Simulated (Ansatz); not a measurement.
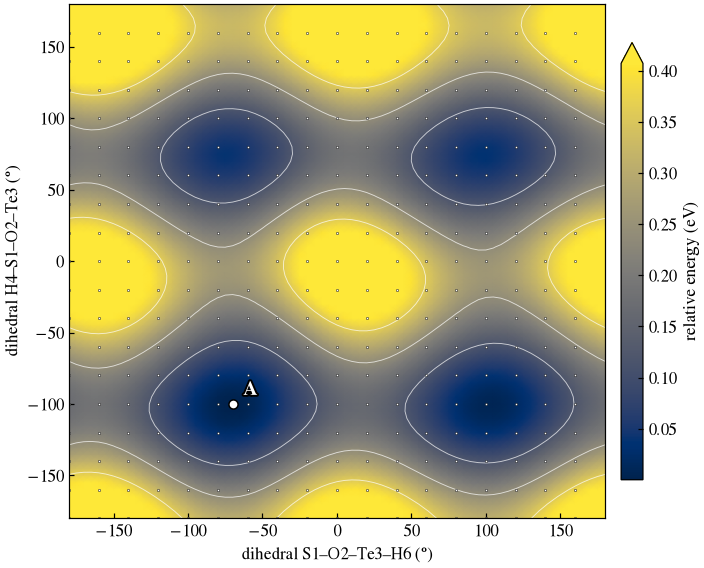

H₃OSTe, SMILES S[OH+][TeH], charge +1. The first coordinate is: dihedral S1–O2–Te3–H6; the second: dihedral H4–S1–O2–Te3. Nothing is relaxed (all other coordinates rigid). The scan uses an 18 × 18 grid. All energies are given in eV relative to the relaxed molecule at the same level. All numbers below come from Ansatz, RKS PBE-D4/def2-SVP.

The picture shows a smooth colour map with a few white contour lines, dots at the grid points, one colour for all values above the top of the scale, the point A. Between grid points the surface is interpolated.

> Find the lowest pass out of the well at A.

The easiest path leads from the well at about dihedral S1–O2–Te3–H6 = −70°, dihedral H4–S1–O2–Te3 = −100° to the well at about dihedral S1–O2–Te3–H6 = 105°, dihedral H4–S1–O2–Te3 = −100°, about 0.0068 eV higher (on a rigid scan; wells that are mirror images or exchange like atoms can differ by this much). Its highest point lies about 0.16 eV above the bottom of the first well on the interpolated surface, at dihedral S1–O2–Te3–H6 = 20°, dihedral H4–S1–O2–Te3 = −100°. The start is the relaxed structure and all else is held, so a fully relaxed path at this level can only be lower.

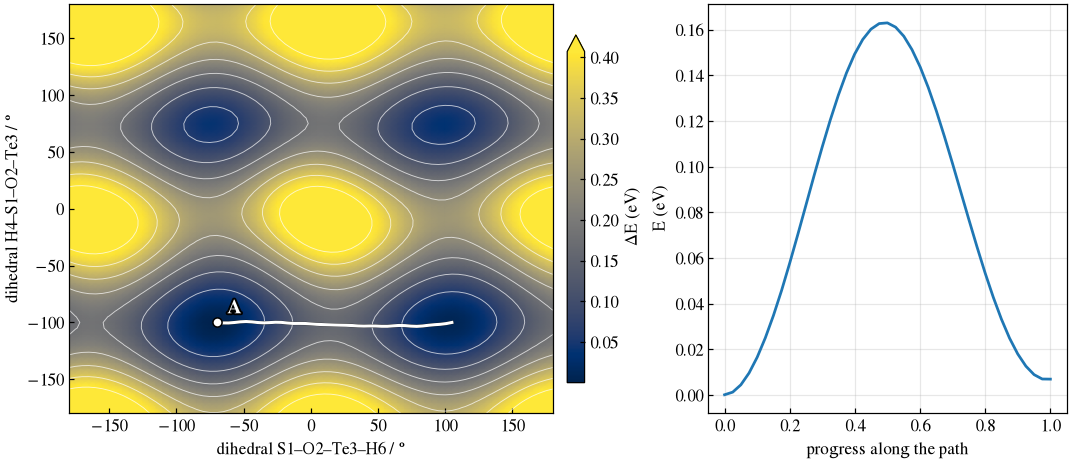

Drawn: a smooth colour map with a few white contour lines, a line along the lowest path, one colour for all values above the top of the scale, the energy along the path at the right. Between grid points the surface is interpolated.
